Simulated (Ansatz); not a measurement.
**BFH$_{5}$Si (doublet): density, localisation and related maps**

```yaml
atoms:
  - { symbol: F, position_ang: [-1.1078, -1.0099, 1.4491] }
  - { symbol: B, position_ang: [-0.0693, 0.1879, -1.1690] }
  - { symbol: Si, position_ang: [0.0466, -0.0829, 0.8545] }
  - { symbol: H, position_ang: [-0.1517, -1.0157, -0.8965] }
  - { symbol: H, position_ang: [-0.9809, 0.6734, -1.7554] }
  - { symbol: H, position_ang: [-0.1130, 1.2606, 1.4763] }
  - { symbol: H, position_ang: [1.0263, 0.6945, -1.1128] }
  - { symbol: H, position_ang: [1.3498, -0.7079, 1.1538] }
```

The product side of a reaction path; geometry: PBE0-D4/def2-TZVP.

All numbers below come from Ansatz 0.2.0, UKS PBE0-D4/def2-TZVPP.

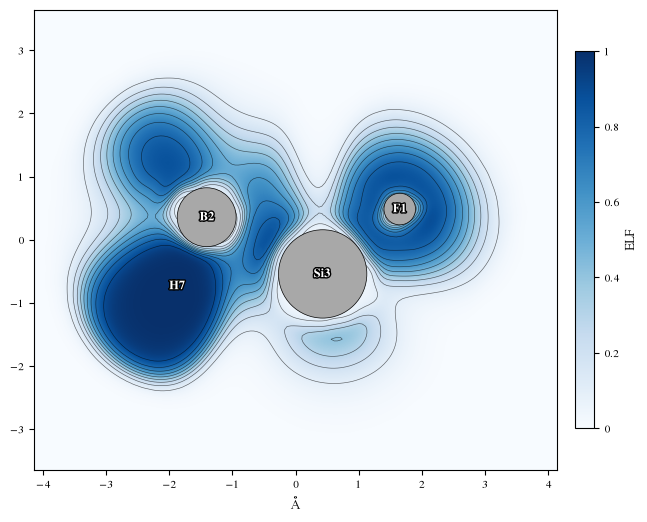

Figure 1. Electron localisation function on the plane of atoms F1, Si3 and B2. Grey discs cover the atomic cores.

Interpret the plot.

Answer.
- The section cuts through F, B, Si and H sites.
- Si–F (1.60 Å): the ELF peaks at about 0.85 in the valence shell of F, 0.6 Å from its nucleus, and is about 0.50 at the midpoint.
- Si–B (2.04 Å): the ELF peaks at about 0.85 between the atoms: localised, covalent bonding.
- B–H (1.21 Å): the ELF climbs to about 1 towards the hydrogen, as it does in any bond to H (a covalent bond by its length).
- The ELF also peaks beside F1, away from the bonds: non-bonding electrons, paired or unpaired.

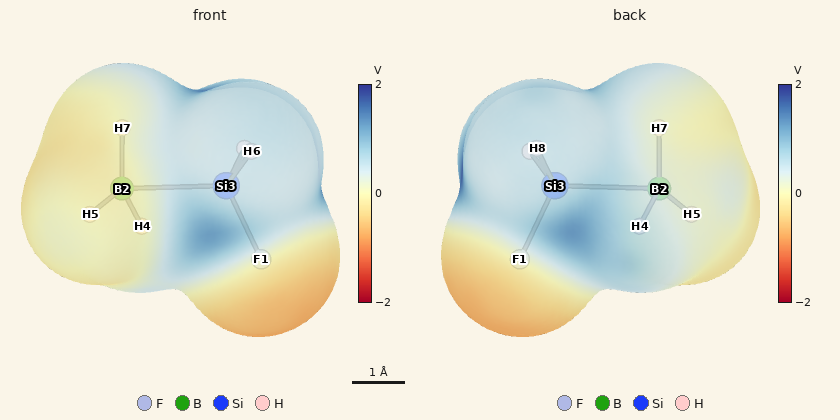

Figure 2. The electrostatic potential painted on the density surface at 0.002 e/bohr³, seen from the front and from behind; the colour scale runs from red (negative) to blue (positive).

Where is the surface potential most negative and most positive?

Answer. The most negative region (about −0.8 V, or −18 kcal/mol for a unit charge) lies over F1, the most positive (about +1.6 V, or +37 kcal/mol for a unit charge) over Si3.

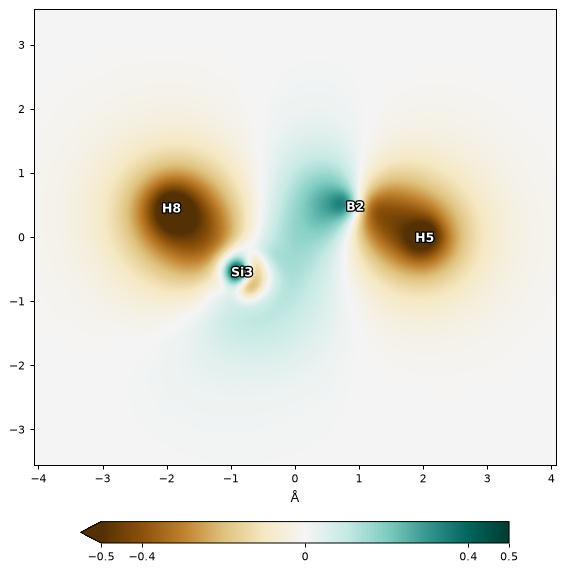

Figure 3. The HOMO (β) on the plane of atoms Si3, B2 and H5 (values in Å⁻³ᐟ²; the overall sign is arbitrary).

What is the character of this orbital?

Answer. It lies mainly on Si3 (about 25 %), H8 (about 25 %), B2 (about 15 %), H5 (about 15 %), H6 (about 10 %) and F1 (about 5 %). Its energy is −9.72 eV.
